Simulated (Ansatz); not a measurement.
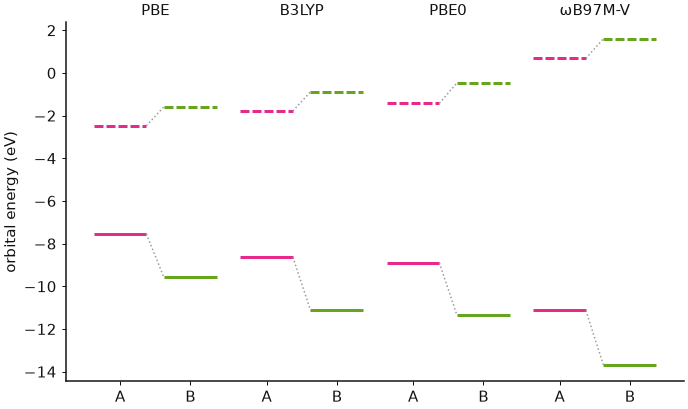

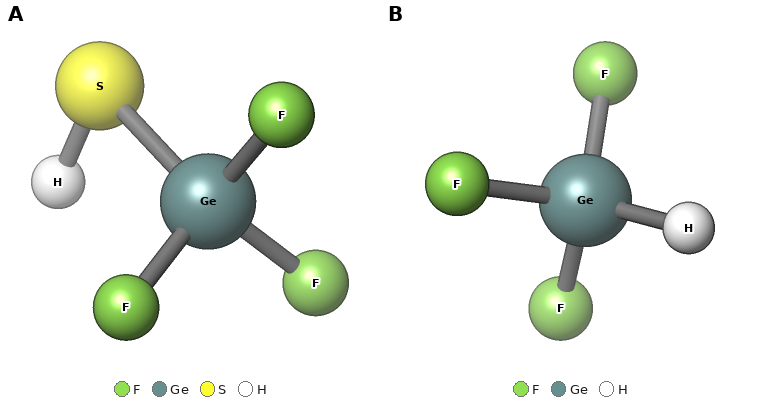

One change: A, GeHSF₃ (SMILES [F][Ge]([F])([F])[SH]), becomes B, GeHF₃ (SMILES [F][GeH]([F])[F]). SH on Ge is replaced by H. HOMO (solid) and LUMO (dashed) computed in def2-TZVPP at PBE0-D4/def2-TZVP geometries, both minima by their frequencies, gas phase, the Ansatz code 0.2.0. Empty levels above zero depend strongly on the basis.

Q: What does the change do to HOMO and LUMO?

A: PBE: the HOMO falls by 2.04 eV, the LUMO rises by 0.89 eV, and the separation goes from 5.07 to 8.00 eV. B3LYP: the HOMO falls by 2.48 eV, the LUMO rises by 0.89 eV, and the separation goes from 6.85 to 10.23 eV. PBE0: the HOMO falls by 2.45 eV, the LUMO rises by 0.95 eV, and the separation goes from 7.48 to 10.89 eV. ωB97M-V: the HOMO falls by 2.56 eV, the LUMO rises by 0.93 eV, and the separation goes from 11.81 to 15.31 eV.

Q: Do the functionals agree on the effect?

A: They agree on the direction for both levels; the HOMO shift lies between −2.56 and −2.04 eV and the LUMO shift between 0.89 and 0.95 eV, while the separations themselves differ by up to 7.3 eV between functionals.
